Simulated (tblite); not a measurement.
**Frequency calculation of C₂H₄OS₃Si**

The run: frequency calculation of C₂H₄OS₃Si. Method and program: GFN2-xTB harmonic vibrations, gas phase (tblite 0.8.0).

It belongs to a series of runs on one base structure; here: H on Si replaced by SH.

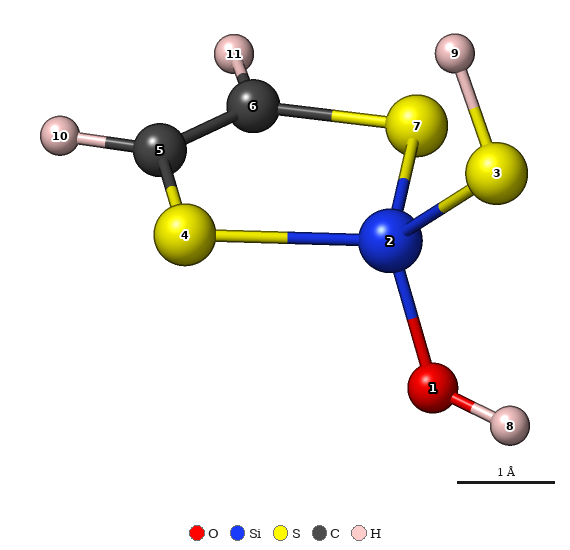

Fig. 1: The structure as given in the input (ball-and-stick view, seen at a tilt; atoms are numbered from 1 in the order of the input). Bond lengths as drawn: C–C 1.33 Å, C–H 1.08 Å, C–S 1.74 Å, H–O 0.96 Å, H–S 1.32 Å, O–Si 1.61 Å and S–Si 2.15 Å.

## Input file
```
{"job": {"kind": "ir", "xc": "GFN2-xTB", "basis": "xTB"}, "charge": 0, "multiplicity": 1}
O     -1.966905    -0.860908    -0.991973
Si    -0.918025     0.210964    -0.401561
S     -1.852422     2.140321    -0.583779
S      0.947642    -0.040859    -1.430595
C      1.831332    -0.623200    -0.043711
C      1.325314    -0.719797     1.181457
S     -0.307097    -0.278046     1.605747
H     -2.904651    -0.708009    -1.090545
H     -0.901412     2.865856    -0.018735
H      2.846577    -0.903066    -0.265548
H      1.905071    -1.080586     2.013279
```

The first line tells a small driver script what to run in tblite; the rest is the geometry in Å.

Hardware: 1 CPU thread, shared host.

Launch command:
```bash
OMP_NUM_THREADS=1 python <driver script> task.json out
```

## What the program printed
```
mode    cm-1     km/mol
  1      67.4      3.52
  2      71.4     23.66
  3     142.6     80.23
  4     156.8     23.87
  5     167.8     16.00
  6     197.4      2.43
  7     210.5     24.03
  8     281.5     17.16
  9     366.8      0.07
 10     411.2      5.03
 11     497.4     39.81
 12     560.6    114.62
 13     601.8     11.87
 14     698.8     15.34
 15     707.9     18.38
 16     721.6      1.67
 17     748.8    341.88
 18     804.3     53.69
 19     815.7      1.10
 20     934.3    168.18
 21    1127.6      0.57
 22    1218.5     33.98
 23    1597.2     30.51
 24    2481.0     63.75
 25    3106.1      0.23
 26    3116.8      3.01
 27    3617.1     41.65
```

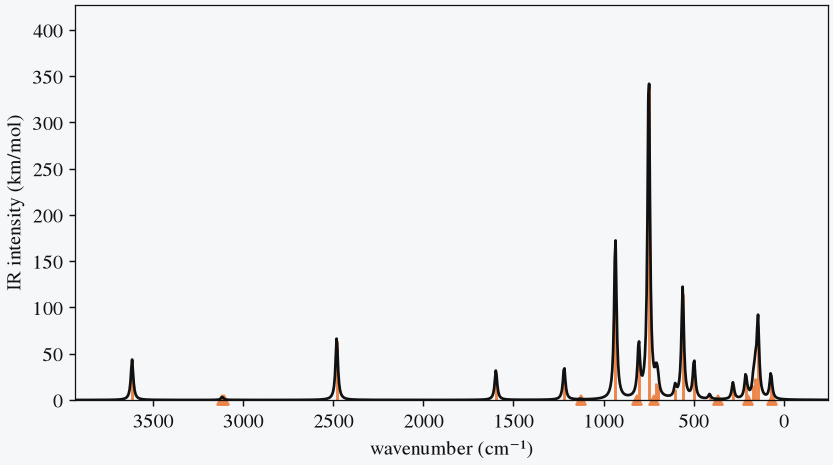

Fig. 2: Harmonic infrared spectrum, unscaled: sticks (degenerate modes added up, dark ones marked on the axis) with a Lorentzian envelope of 16 cm⁻¹ full width, scaled to the tallest stick. 27 modes from 67 to 3617 cm⁻¹, none imaginary. The strongest line is at 749 cm⁻¹ (342 km/mol).

## Summary

```json
{"quantity": "outcome", "value": "converged"}
{"quantity": "total energy", "value": "−597.1359 eV"}
{"quantity": "zero-point energy", "value": "36.3520 kcal/mol"}
{"quantity": "wall time", "value": "0.77 s"}
{"quantity": "peak memory", "value": "0.18 GiB"}
```
